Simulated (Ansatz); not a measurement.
Fields on a plane of SiSe2 (SiS2 type, space group Ibam)

```yaml
crystal:
  lattice:
    - [-3.15068, 4.65079, 2.92779]
    - [3.15068, -4.65079, 2.92779]
    - [3.15068, 4.65079, -2.92779]
  atoms:
    - { symbol: Se, position: [0.87171, 0.79484, 0.66655] }
    - { symbol: Se, position: [0.37171, 0.70516, 0.07686] }
    - { symbol: Se, position: [0.62829, 0.29484, 0.92314] }
    - { symbol: Se, position: [0.12829, 0.20516, 0.33345] }
    - { symbol: Si, position: [0.75000, 0.75000, 0.00000] }
    - { symbol: Si, position: [0.25000, 0.25000, 0.00000] }
```

The slice is a (100) plane (indices of the conventional cell) through the point (0.628, 0.295, 0.923) (fractional), spanned by u = [110] and v = [101] in vectors of this cell: u (5.86 Å) and v (9.30 Å, at 90° to u). It covers one period; positions are fractions (u, v).

Atoms on it: Se at (0.50, 0.74); Se at (0.00, 0.00). Other atoms lie within 1 Å of the plane.

All values below come from PBEsol (plane waves to 420 eV, PAW, scalar-relativistic; Ansatz, a first-principles code). k mesh 8×8×8. Near the nuclei the fields are pseudised (PAW); where an atom keeps semicore shells as valence, they peak there. SiSe2 was relaxed with its symmetry unable to fall.

```
|x68731000013786|
|888732344323788|
|777435777753477|
|543358888885334|
|1112588xx885211|
|0001587xx785100|
|0000488xx884000|
|320027999972002|
|884005999950048|
|998300588500389|
|998500011000589|
|898610000001689|
|998610000001689|
|998400244200489|
|985103788730158|
|641016999961014|
|000037999973000|
|000048999984000|
|000037999973000|
|762016999961026|
|997102799720179|
|998500144100589|
|x78610000001687|
|xx873000000378x|
```
Scale: ten equal steps from 0.01 (start of '0') to 0.87 (end of '9'), in the order '0123456789'. Values: electron localisation function (ELF). The map has 15 points along u (one character each, u = 0 at the left) and 24 along v (v = 0 in the bottom row). Points within 0.5 Å of a nucleus are blanked (x), as the pseudised field means little there.

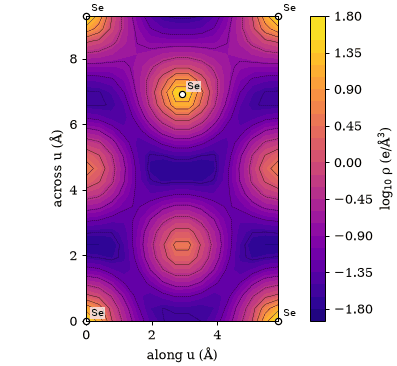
Log₁₀ of the valence density in e/Å³, one period of the plane, atoms marked. The scale is logarithmic, as a density can span decades between atoms and voids.
